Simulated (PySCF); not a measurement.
# One shape, several levels: triplet C2H3FO

Aim: a comparison of 6 runs (UHF/STO-3G, UHF/3-21G, UB3LYP/6-31G*, U-wB97M-V/aug-cc-pVDZ, UB2PLYP/aug-cc-pVDZ, USCS-MP2/aug-cc-pVDZ) of triplet C2H3FO. Input form: a Python script.

Program for the calculation: PySCF 2.14.0.

1 further run of the same task is left out (set aside as unsound or not needed).

### Step 1. The molecule

C2H3FO has 7 atoms, charge 0, and is taken as a triplet. As SMILES of the parent species, `CC(=O)F`. Geometry: relaxed at PBE0-D4/def2-TZVP. That shape belongs to the parent species and isn't relaxed for this state.

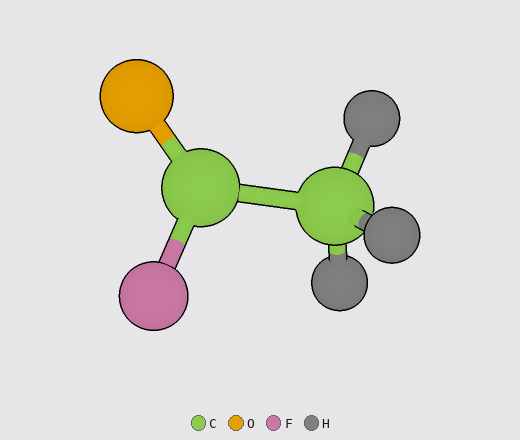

Viewed from a chosen angle; carbon green, oxygen amber, fluorine pink, hydrogen grey.

### Step 2. A single-point energy at UHF/STO-3G (run 1)

The input, input.py:

```python
from pyscf import gto, scf

mol = gto.Mole()
mol.atom = [
    ('C', (0.485310, 0.015050, 0.443640)),
    ('C', (-0.694890, -0.034350, -0.460580)),
    ('O', (-1.835410, -0.165690, -0.191770)),
    ('F', (-0.310690, 0.097630, -1.749400)),
    ('H', (0.165320, -0.091900, 1.476660)),
    ('H', (1.180650, -0.783140, 0.176830)),
    ('H', (1.009710, 0.962410, 0.304610)),
]
mol.basis = 'sto-3g'
mol.verbose = 3
mol.max_memory = 1860
mol.spin = 2
mol.build()

mf = scf.UHF(mol)
mf.conv_tol = 1e-10
mf.kernel()
if not mf.converged:
    mf = mf.newton().run(mf.mo_coeff, mf.mo_occ)

e_final = mf.e_tot
print('Final energy', e_final)
```

On the command line:

```console
OMP_NUM_THREADS=1 python input.py
```

Output:

```text
WARN: HOMO 0.139570111334192 >= LUMO -0.347857856671601

converged SCF energy = -248.289394666468  <S^2> = 2.0055395  2S+1 = 3.0036908
Final energy -248.28939466646756
```

Run time: 0.56 s. Hardware: 1 thread of Arm Neoverse V2, shared host; peak memory 0.1 GiB.

### Step 3. The energy at UHF/3-21G (run 2)

The input, start.xyz:

```xyz
7

C      0.485310     0.015050     0.443640
C     -0.694890    -0.034350    -0.460580
O     -1.835410    -0.165690    -0.191770
F     -0.310690     0.097630    -1.749400
H      0.165320    -0.091900     1.476660
H      1.180650    -0.783140     0.176830
H      1.009710     0.962410     0.304610
```

The input, calc.py:

```python
from pyscf import gto

system = gto.Mole()
system.atom = 'start.xyz'
system.spin = 2
system.verbose = 3
system.basis = '3-21g'
system.max_memory = 1860
system.build()

calc0 = system.UHF()
calc0.conv_tol = 1e-10
calc0.kernel()
if not calc0.converged:
    calc0 = calc0.newton().run(calc0.mo_coeff, calc0.mo_occ)

e_final = calc0.e_tot
print(f'total energy: {e_final:.8f} hartree')
```

On the command line:

```console
OMP_NUM_THREADS=1 python calc.py
```

Output:

```text
WARN: HOMO 0.0720705308266965 >= LUMO -0.391420775728963

converged SCF energy = -250.246130391319  <S^2> = 2.0122791  2S+1 = 3.008175
total energy: -250.24613039 hartree
```

It took 0.76 s on 1 thread of Arm Neoverse V2, shared host; peak memory 0.12 GiB.

### Step 4. The energy at UB3LYP/6-31G(d) (spherical functions) (run 3)

The input, calc.py:

```python
from pyscf import gto, dft

mol = gto.M(
    atom='''
C    0.485310   0.015050   0.443640
C   -0.694890  -0.034350  -0.460580
O   -1.835410  -0.165690  -0.191770
F   -0.310690   0.097630  -1.749400
H    0.165320  -0.091900   1.476660
H    1.180650  -0.783140   0.176830
H    1.009710   0.962410   0.304610
''',
    basis='6-31g*',
    charge=0,
    verbose=4,
    max_memory=1860,
    spin=2,
)

mf = dft.UKS(mol)
mf.xc = 'b3lyp'
mf.conv_tol = 1e-10
mf.grids.level = 5
mf.kernel()
if not mf.converged:
    mf = mf.newton().run(mf.mo_coeff, mf.mo_occ)

etot = mf.e_tot
print('E(%s) = %.9f' % ('B3LYP', etot))
```

On the command line:

```console
OMP_NUM_THREADS=1 python calc.py
```

Output:

```text
PySCF version 2.14.0

[... 68 lines left out ...]
[... the frontier-level lines of each cycle are left out ...]
[... 17 lines left out ...]
[... 17 lines left out ...]
[... 17 lines left out ...]
[... 1 line left out ...]
cycle= 12 E= -252.88482667932  delta_E= -3.2e-10  |g|= 6.08e-06  |ddm|= 4.17e-05


cycle= 13 E= -252.88482667934  delta_E= -2.02e-11  |g|= 3.59e-06  |ddm|= 9.21e-06


Extra cycle  E= -252.884826679341  delta_E= -5.12e-13  |g|= 4.05e-06  |ddm|= 5.79e-06
converged SCF energy = -252.884826679341  <S^2> = 2.0050352  2S+1 = 3.0033549
E(B3LYP) = -252.884826679
```

Run time: 19 s. Hardware: 1 thread of Arm Neoverse V2, shared host; peak memory 0.35 GiB.

Runs 4 to 5 aren't shown in full; the table further down has their settings and results.

### Step 5. The energy at USCS-MP2/aug-cc-pVDZ (run 6)

The input, run.py:

```python
from pyscf import gto, mp

system = gto.Mole()
system.atom = '''
C        0.485310       0.015050       0.443640
C       -0.694890      -0.034350      -0.460580
O       -1.835410      -0.165690      -0.191770
F       -0.310690       0.097630      -1.749400
H        0.165320      -0.091900       1.476660
H        1.180650      -0.783140       0.176830
H        1.009710       0.962410       0.304610
'''
system.max_memory = 1860
system.spin = 2
system.verbose = 3
system.basis = 'aug-cc-pvdz'
system.charge = 0
system.build()

mf = system.UHF()
mf.conv_tol = 1e-10
mf.kernel()
if not mf.converged:
    mf = mf.newton().run(mf.mo_coeff, mf.mo_occ)

pt = mp.MP2(mf, frozen=4).run()
e_tot = mf.e_tot + 1.2 * pt.e_corr_os + pt.e_corr_ss / 3
print('E(%s) = %.9f' % ('SCS-MP2', e_tot))
```

On the command line:

```console
OMP_NUM_THREADS=1 python run.py
```

Output:

```text
WARN: HOMO 0.0297177099252961 >= LUMO -0.398297390979533

WARN: HOMO -0.160974466709463 >= LUMO -0.341925316900332

WARN: HOMO -0.131802545554823 >= LUMO -0.162297449278049

converged SCF energy = -251.664080706565  <S^2> = 2.0200086  2S+1 = 3.0133096
E(UMP2) = -252.275967291625  E_corr = -0.61188658505986
E(SCS-UMP2) = -252.260247099824  E_corr = -0.596166393259589
E(SCS-MP2) = -252.260247100
```

Wall time 8.1 s (1 thread of Arm Neoverse V2, shared host); peak memory 0.41 GiB.

### Step 6. All runs side by side

| run | level | integration grid | nlc grid | energy (Eh) | dipole moment (D) of the reference | HOMO energy (eV) | LUMO energy (eV) | wall time |
| --- | --- | --- | --- | --- | --- | --- | --- | --- |
| 1 | UHF/STO-3G | – | – | -248.289395 | 1.09 | -5.06 | 5.72 | 0.56 s |
| 2 | UHF/3-21G | – | – | -250.246130 | 1.89 | -7.37 | 1.12 | 0.76 s |
| 3 | UB3LYP/6-31G* (spherical functions) | 5 | – | -252.884827 | 1.54 | -2.80 | – | 19 s |
| 4 | U-wB97M-V/aug-cc-pVDZ | 5 | 1 | -252.840964 | 1.64 | -5.67 | -3.70 | 3.5 min |
| 5 | UB2PLYP/aug-cc-pVDZ | 5 | – | -252.710755 | 1.67 | -4.99 | -3.68 | 54 s |
| 6 | USCS-MP2/aug-cc-pVDZ | – | – | -252.260247 | 1.70 | -7.47 | 0.30 | 8.1 s |

### Step 7. Outcome

| quantity | value |
| --- | --- |
| run 6: total energy | -252.26025 Eh |
| run 6: dipole moment (Hartree–Fock density) | 1.70 D |
| run 6: HOMO energy (Hartree–Fock orbitals) (highest over α and β) | -7.47 eV |
| run 6: LUMO energy (Hartree–Fock orbitals) (lowest over α and β) | 0.30 eV |
| run 6: correlation energy (4 core orbitals frozen) | -596.2 mEh |
| run 6: ⟨S²⟩ of the reference determinant | 2.020 |

In words: Over runs 1, 2, 3, 4, 5 the dipole moment (its size) runs from 1.09 D (UHF/STO-3G) to 1.89 D (UHF/3-21G). Totals of different functionals can't be ranked against each other. In run 1 the basis is minimal, so the values are rough. All runs together took 4.9 min, the longest 3.5 min.
